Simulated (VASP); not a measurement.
Band structure of BaSn (space group Cmcm). Calculation: PBEsol GGA, VASP's PBE PAW potentials (set 64) (plane waves; VASP).

Unless said otherwise, spin-orbit coupling is left out, though it shifts the bands of the heavy elements here.

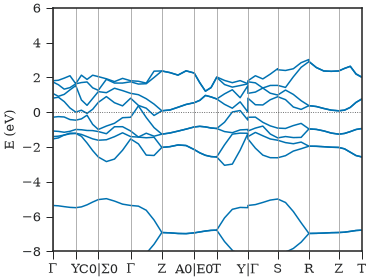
Fig. 1. Bands along high-symmetry lines, zero at the valence-band maximum or, without a gap, the Fermi level

Q: Read the plot: is there a gap, and where are the band edges?

A: It has no gap at this level: it comes out as a metal or semimetal.

The structure comes from a computed database's BaSn entry (Cmcm); how it stands against other phases isn't given here. The cell was not relaxed at this level.
